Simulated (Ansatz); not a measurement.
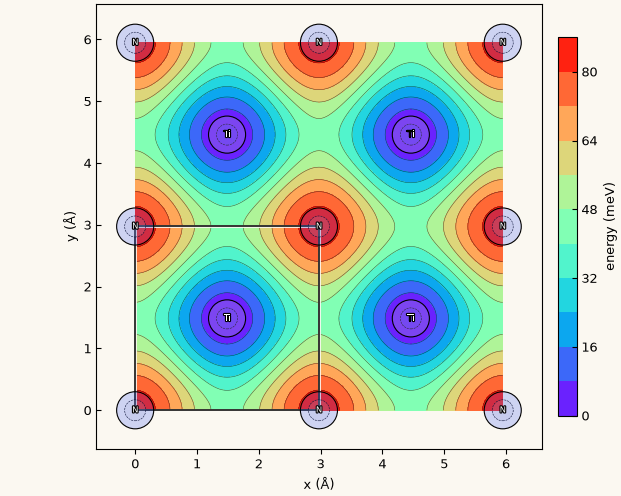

Energy landscape of H on a TiN(100) slab cut from the Fm-3m phase, its upper half relaxed before the scan (24 atoms of substrate and one adsorbate in a 2 × 2 cell). 
- H is moved over the surface cell at a fixed height above a rigid substrate; the origin of the map has the adsorbate above N21; the height is held at 3.40 Å.
- Places are given modulo a cell vector. The map is drawn in real space over the plane of the surface.
- The grid has 6 × 6 points; 10 points were computed and 26 follow by symmetry.
- Places are given in fractions of the 1 × 1 surface cell.
- Energies are in meV, from the lowest grid point.
- The runs have no spin polarisation, so an open-shell adsorbate far from the surface lies too high. At a fixed height the lowest place need not be the adsorption site.
- Method: Ansatz, DFT PBE+D3(BJ), scalar-relativistic, plane waves, PAW. Settings: cutoff 420 eV, k-mesh 5×5×1, gaussian smearing 0.1 eV, no spin polarisation.

In the figure: filled contours, labelled circles for the atoms of the top layer and small ones for the second layer, the outline of one cell of the 2 × 2 shown. Between grid points the surface is interpolated. 

Q: Summarise what can be read from the map.

A: The lowest grid point is at the top site over a surface Ti atom, (3/6, 3/6) of the cell vectors. It is the only kind of minimum in the scanned range. The highest grid point, the top site over a surface N atom, (0/6, 0/6) of the cell vectors, lies 85 meV above the lowest. On the interpolated surface the easiest way out of the lowest well to its copy in the next cell or period passes a barrier of about 45 meV. At the lowest point the adsorbate has 1 Ti at 3.61 Å as nearest neighbours, at the highest 1 N at 3.40 Å.

The values on the grid:

```csv
"second ↓, first →",0/6,1/6,2/6,3/6,4/6,5/6
5/6,75,64,44,34,44,64
4/6,55,44,22,11,22,44
3/6,45,34,11,0,11,34
2/6,55,44,22,11,22,44
1/6,75,64,44,34,44,64
0/6,85,75,55,45,55,75
```

Each point was launched as `ansatz run input.yaml --threads 4 --pin off --max-ram 12288MiB --backend cpu --events-out ev --progress --plain --runs-dir out`. Time for the 10 points that were run: 23 min on 4 threads of Arm Neoverse V2, with other jobs on the host.

PAW datasets: the set soft_1.
